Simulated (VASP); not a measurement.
```xyz
5
Lattice="5.3684 0.0000 0.0000 0.0000 5.3684 0.0000 0.0000 0.0000 5.3684" Properties=species:S:1:pos:R:3 pbc="T T T"
Au    0.0000    0.0000    0.0000
Ge    2.6842    2.6842    2.6842
Br    2.6842    2.6842    0.0000
Br    2.6842    0.0000    2.6842
Br    0.0000    2.6842    2.6842
```

Space group Pm-3m; a generated structure, not necessarily the stable one.

All numbers below come from Kohn-Sham DFT of a periodic cell, PBE, VASP PAW PBE potentials, recommended in VASP.

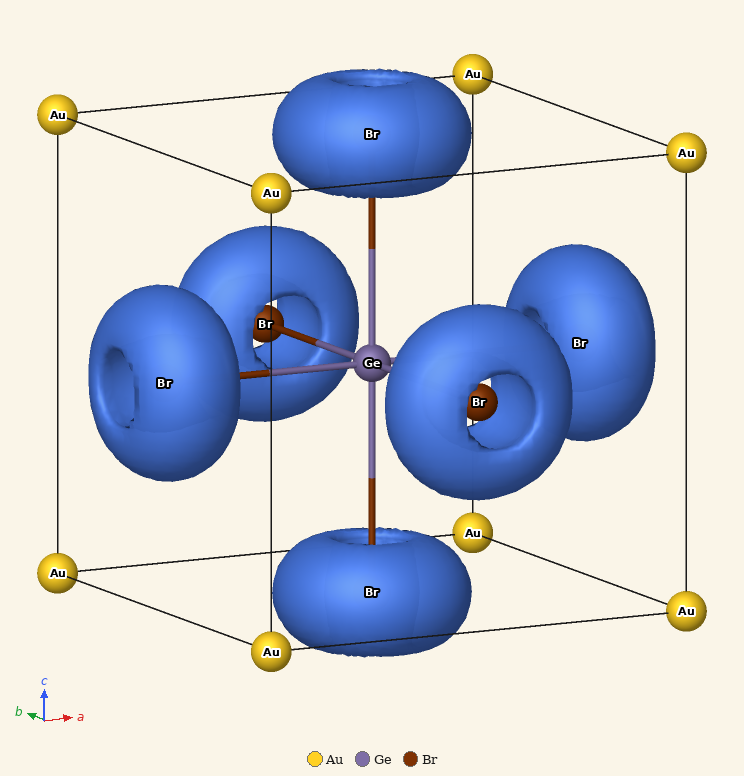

GeAuBr3. Isosurface of the ELF at 0.85 (blue), seen at an oblique angle. Only the valence region is drawn (cores and ρ < 0.01 e/Å³ removed). Sticks mark near contacts.

Q: Where are the electrons localised?

A: At this value the surface marks out three regions wrapped around Br (the valence shell of each), counted in one cell of 5 atoms. Any copies at cell faces, edges or corners count once. Profiles from the grid: Ge–Br (2.68 Å): the ELF is about 0.50 at the midpoint. Au–Br (3.80 Å): the ELF is about 0.05 at the midpoint: no shared electron pair shows on this line.
